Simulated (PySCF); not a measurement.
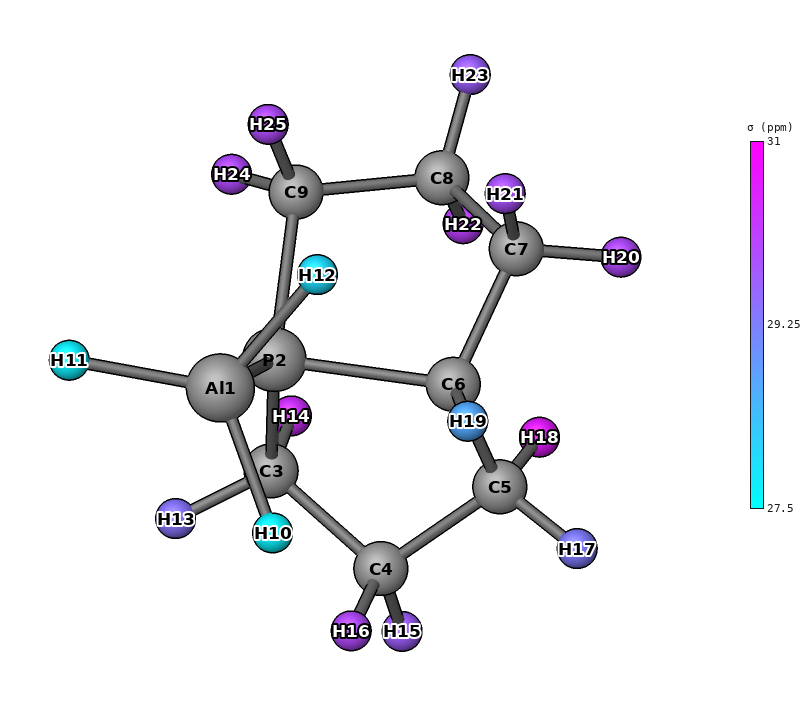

Atoms are coloured by their isotropic NMR shieldings (H only, the others grey). The computed structure is the end point of a GFN2-xTB optimisation. No frequency run is at hand to confirm it as a minimum. Method: GIAO PBE0/pcSseg-1 NMR shielding, non-relativistic, gas phase (PySCF 2.14.0).

List the isotropic NMR shieldings of the H atoms.

```tsv
atom	σ (ppm)
H10	27.66
H11	27.73
H12	27.96
H13	29.37
H14	30.34
H15	29.69
H16	29.97
H17	29.28
H18	30.63
H19	28.66
H20	29.97
H21	29.86
H22	30.10
H23	29.66
H24	29.97
H25	29.95
```

The geometry is semi-empirical. Around Al, P such bond lengths and angles can be off by a tenth of an ångström or more and by several degrees, and values that hang on the shape move with them.
